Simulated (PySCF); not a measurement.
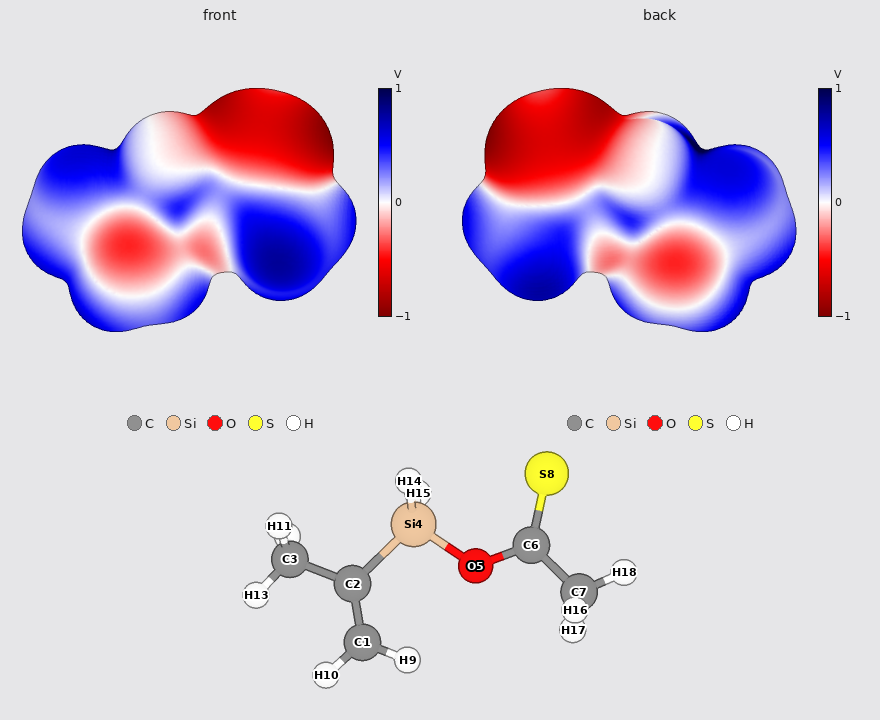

Figure 1: C5H10OSSi (SMILES C=C(C)[SiH2]OC(C)=S). The electrostatic potential painted on the density surface at 0.001 e/bohr³, seen from the front and from behind; the colour scale runs from red (negative) to blue (positive). The bare structure is drawn below in the same view.

Geometry: GFN2-xTB.

These are results of PySCF 2.14.0, PBE0/pcSseg-1, SCF density, gas phase, non-relativistic, not measurements.

```xyz
18

C    -1.3782   -1.6505   -0.3203
C    -1.6573   -0.3552   -0.3903
C    -3.0671    0.1383   -0.4800
Si   -0.3639    1.0068   -0.3848
O     1.0475    0.1344   -0.3224
C     2.2564    0.6394   -0.3369
C     3.3595   -0.3636   -0.2658
S     2.5241    2.2413   -0.4180
H    -0.3653   -2.0089   -0.2523
H    -2.1511   -2.4050   -0.3294
H    -3.2844    0.7956    0.3597
H    -3.2019    0.7210   -1.3893
H    -3.7798   -0.6837   -0.4780
H    -0.4387    1.8594    0.8004
H    -0.3810    1.8005   -1.6118
H     3.3457   -0.8465    0.7119
H     3.2071   -1.1373   -1.0180
H     4.3196    0.1202   -0.4159
```

Q: Describe the electrostatic potential map.

A: The most negative region (about −1.0 V, or −23 kcal/mol for a unit charge) lies over S8, the most positive (about +0.9 V, or +21 kcal/mol for a unit charge) over Si4.
